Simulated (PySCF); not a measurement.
**EPR calculation, with input and output: C$_{6}$H$_{10}$N**

- system: C$_{6}$H$_{10}$N, multiplicity 2
- method: UKS B3LYP, pcH-1 on C H N, non-relativistic, mean-field spin-orbit, GIAO (PySCF 2.14.0)

It belongs to a series of runs on one base structure; here: H removed from sp2 C.

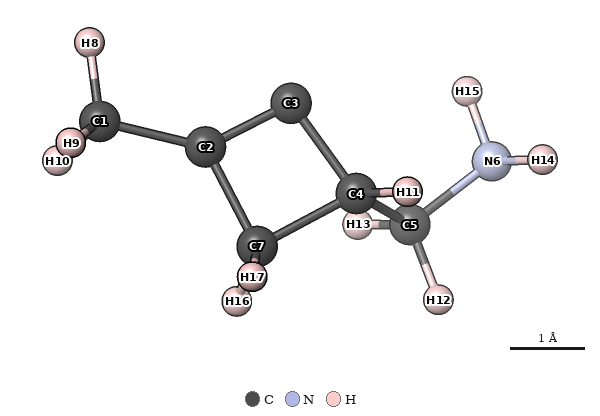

*The structure as given in the input (ball-and-stick view, seen at a tilt; atoms are numbered from 1 in the order of the input).*

Bond lengths as drawn: C–C 1.32 to 1.55 Å, C–H 1.09 to 1.10 Å, C–N 1.45 Å and H–N 1.02 Å.

Summary

- outcome: converged
- total energy: −289.297192 hartree
- ⟨S²⟩: 0.757
- isotropic g: 2.0022
- hardware: 1 CPU thread, shared host
- wall time: 64 s
- peak memory: 0.98 GiB

Input file
```
{"job": {"kind": "epr", "basis": "pcH-1"}, "charge": 0, "multiplicity": 2}
C     -2.821035     0.100410     0.578720
C     -1.350165    -0.020453     0.627936
C     -0.304727     0.642798     1.096779
C      0.772936    -0.303738     0.619885
C      1.746907     0.256935    -0.417035
N      2.711875     1.199009     0.116475
C     -0.434579    -1.109624     0.070888
H     -3.144988     0.986174     1.119773
H     -3.290190    -0.777454     1.024336
H     -3.162159     0.174207    -0.454997
H      1.316923    -0.805474     1.424469
H      2.301128    -0.568789    -0.875917
H      1.183542     0.770824    -1.201042
H      3.262971     0.759982     0.847675
H      2.221663     1.982602     0.536473
H     -0.448578    -1.191923    -1.015113
H     -0.568522    -2.083457     0.540247
```

The first line tells a small driver script what to run in PySCF; the rest is the geometry in Å.

Run as:
```bash
OMP_NUM_THREADS=1 python <driver script> task.json out
```

The program's output
```
UKS, coarse grid
  cycle   1  E = -289.23554063  |g| = 3.44e-01
  cycle   2  E = -289.22092819  |g| = 4.04e-01
  cycle   3  E = -289.29615642  |g| = 4.65e-02
  cycle   4  E = -289.29676888  |g| = 2.98e-02
  cycle   5  E = -289.29717693  |g| = 9.62e-03
  cycle   6  E = -289.29722525  |g| = 5.81e-03
  cycle   7  E = -289.29725011  |g| = 1.86e-03
  cycle   8  E = -289.29725896  |g| = 1.02e-03
  cycle   9  E = -289.29726113  |g| = 5.27e-04
UKS, final grid
  cycle   1  E = -289.29719199  |g| = 5.77e-04
  cycle   2  E = -289.29719202  |g| = 7.69e-04
  cycle   3  E = -289.29719232  |g| = 1.28e-04
  cycle   4  E = -289.29719238  |g| = 1.20e-04
  cycle   5  E = -289.29719240  |g| = 3.81e-05
  cycle   6  E = -289.29719240  |g| = 1.29e-05
E = -289.29719240 Eh   <S^2> = 0.7569 (exact 0.7500)
g shifts (ppm)      1          2          3
  rmc          -164       -164       -164
  gc             20          8         12
  oz_so        -791        -34       1030
  total        -935       -191        877
hyperfine (MHz)  atom isotope    a_iso     a_fc   dipolar eigenvalues
    0   13C       8.10       8.10     -1.31     -1.19      2.50
    1   13C       8.71       8.71    -25.04     -2.10     27.14
    2   13C     335.15     335.15    -72.69    -55.03    127.72
    3   13C      28.61      28.61    -14.35    -12.09     26.44
    4   13C      -0.82      -0.82     -1.09     -0.69      1.78
    5   14N       0.11       0.11     -0.31      0.07      0.24
    6   13C      96.88      96.88     -9.35     -7.46     16.80
    7    1H       3.30       3.30     -3.10     -2.49      5.58
    8    1H      -7.89      -7.89     -2.04     -1.48      3.51
    9    1H      -9.06      -9.06     -2.04     -1.49      3.53
   10    1H      -2.62      -2.62     -8.38     -4.30     12.68
   11    1H       4.97       4.97     -1.97     -1.59      3.56
   12    1H      -0.28      -0.28     -3.38     -2.36      5.74
   13    1H      -0.06      -0.06     -1.64     -1.47      3.10
   14    1H       0.41       0.41     -3.58     -2.60      6.19
   15    1H      20.30      20.30     -5.43     -0.98      6.40
   16    1H      21.01      21.01     -5.46     -0.90      6.36
```

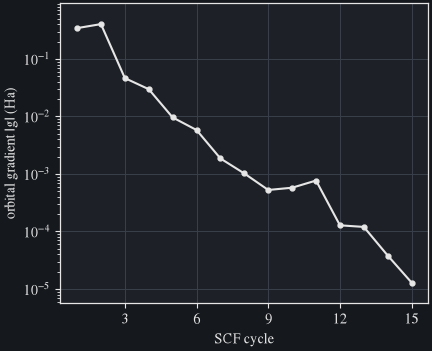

*Convergence of the self-consistent field: orbital gradient |g| against the SCF cycle.*

All cycles printed in the log are drawn one after another.

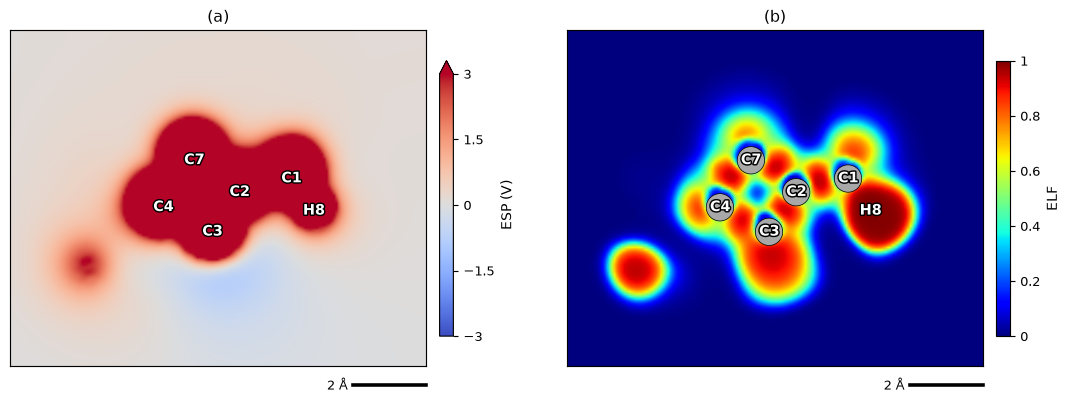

*(a) electrostatic potential; (b) ELF on the plane of atoms C2, C1 and H8. Grey discs, where drawn, cover atomic cores.*

The section cuts through C and H sites. C–C (1.32 Å): the ELF peaks at about 0.90 between the atoms (a double or triple bond). C–C (1.48 Å): the ELF peaks at about 0.95 between the atoms (localised, shared-pair bonding). C–C (1.53 Å): the ELF peaks at about 0.85 between the atoms, which marks localised, shared-pair bonding.

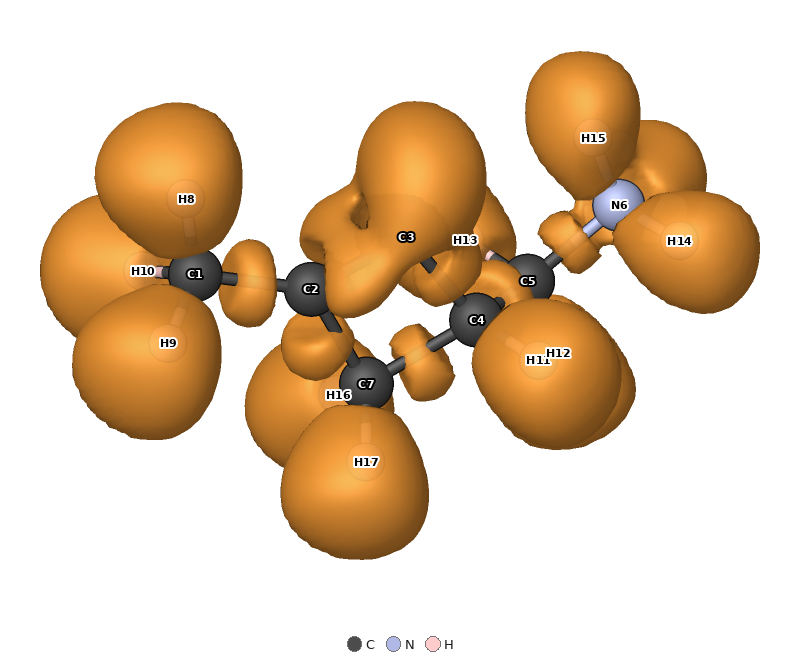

*Isosurface of the ELF at 0.75 (orange), seen at a tilt. Only the valence region is drawn (cores and ρ < 0.01 e/Å³ removed).*

Profiles from the grid: C–C (1.32 Å): the ELF peaks at about 0.90 between the atoms (a multiple bond by its length, whose ELF region spreads away from the axis). C–N (1.45 Å): the ELF peaks at about 0.90 between the atoms, which marks a shared electron pair.
